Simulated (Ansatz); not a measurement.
# H4O2S2Ti: how energies converge with the basis set

How large a basis does H4O2S2Ti need? Two functionals are run in growing sets.

Method: one geometry, several basis sets; program: Ansatz 0.2.0, Gaussian basis.

Levels to be run: PBE0-D4/def2-SVP; ωB97M-V/def2-SVP; PBE0-D4/def2-QZVPP; ωB97M-V/def2-QZVPP; the functionals' def2-TZVPP values are taken from earlier runs.

### 1 The geometry

All runs share one geometry, relaxed beforehand with PBE0-D4 in a triple-zeta def2 set.

9 atoms, charge 0, spin multiplicity 1.

Atoms are counted from 1 here; the program's logs count them from 0.

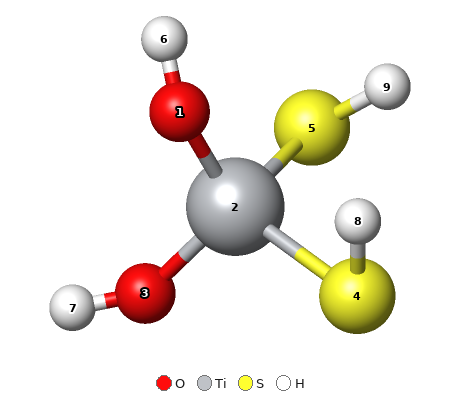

The geometry (oxygen red, titanium light grey, sulfur yellow, hydrogen white); atoms are numbered from 1 in the order of the file.

Coordinates:

```xyz
9

O     0.1374    0.6720   -1.4443
Ti    0.2561   -0.1387    0.1294
O     1.8992   -0.6012    0.5942
S    -1.1140   -1.9885    0.0763
S    -0.4214    1.2945    1.7917
H    -0.0134    1.5505   -1.7933
H     2.7956   -0.5679    0.2590
H    -1.7472   -1.5168   -1.0135
H    -1.7038    1.2499    1.3834
```

### 2 PBE0-D4 in def2-SVP

in.yaml reads:

```yaml
crystal:
  periodic: [false, false, false]
  atoms:
    - {symbol: O, position_ang: [0.137432, 0.671994, -1.444296]}
    - {symbol: Ti, position_ang: [0.256145, -0.138661, 0.129438]}
    - {symbol: O, position_ang: [1.899238, -0.601214, 0.594178]}
    - {symbol: S, position_ang: [-1.113986, -1.988515, 0.076286]}
    - {symbol: S, position_ang: [-0.421395, 1.294488, 1.791719]}
    - {symbol: H, position_ang: [-0.013381, 1.550530, -1.793252]}
    - {symbol: H, position_ang: [2.795569, -0.567883, 0.258971]}
    - {symbol: H, position_ang: [-1.747177, -1.516849, -1.013546]}
    - {symbol: H, position_ang: [-1.703843, 1.249908, 1.383401]}
basis:
  gaussian: {orbitals: def2-SVP}
hamiltonian: {xc: pbe0, dispersion: d4}
output: {orbitals: {seedname: orbitals}}
```

Launch:

```console
ansatz run in.yaml --threads 4 --pin off --events-out ev --progress --plain --max-ram 10444MiB
```

Further steps of the session: ωB97M-V in def2-SVP; PBE0-D4 in def2-QZVPP; ωB97M-V in def2-QZVPP.

Q: Predict the results of all the runs planned. Wanted: PBE0-D4: double and triple zeta above quadruple; ωB97M-V: double and triple zeta above quadruple.

**Answer**, as computed:

```
                                       quantity           value
PBE0-D4: double and triple zeta above quadruple  17.18, 1.33 eV
ωB97M-V: double and triple zeta above quadruple  17.16, 1.25 eV
```

In words: For PBE0-D4 the step from double to triple zeta gains 15.85 eV and the next only 1.33 eV. Total energies overstate the basis error of differences, where much of it tends to cancel.
